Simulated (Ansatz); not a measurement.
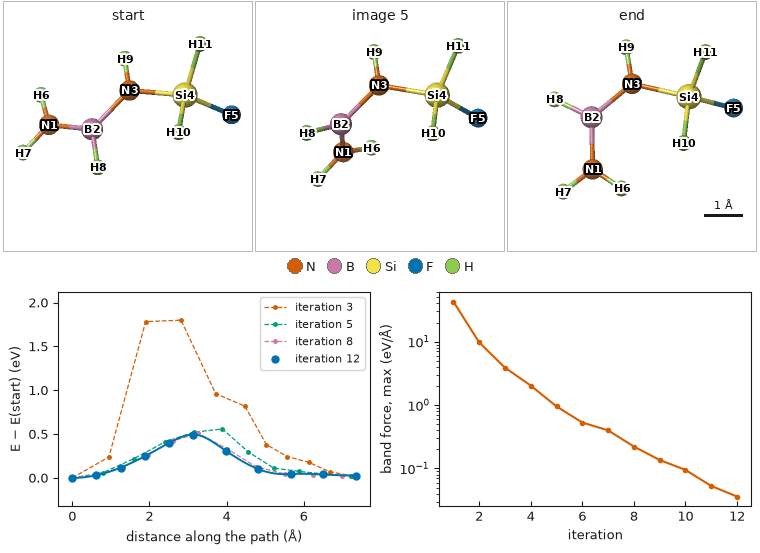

A search for the minimum-energy path of BSiN₂H₆F by the nudged elastic band. Images are numbered from 0 (start) to 10 (end). The plot follows the band through its iterations. Style: ball-and-stick. Shown at a tilt.

All numbers below come from RKS PBE-D4/def2-SVP in Ansatz 0.2.0. Run with 9 movable images; climbing image; force threshold 0.05 eV/Å; iteration limit 60; starting path through a guess of the saddle point.

**Did the band converge, and can the barrier be trusted?**

The result is final at these settings. The band converged in 12 iterations. The largest component of the band force went from 43 to 0.036 eV/Å. The climbing image converged on the top of the path. Its vibrational analysis gives one imaginary mode (344i cm⁻¹), as a transition state must have. The first iteration put the highest image at 14.40 eV. The energy climbs by 0.49 eV to image 5 and then falls by 0.47 eV, so the end point sits at +0.03 eV.

Cost: 3.6 min on 2 threads of Arm Neoverse V1, with other jobs on the host, peak memory 0.14 GiB.
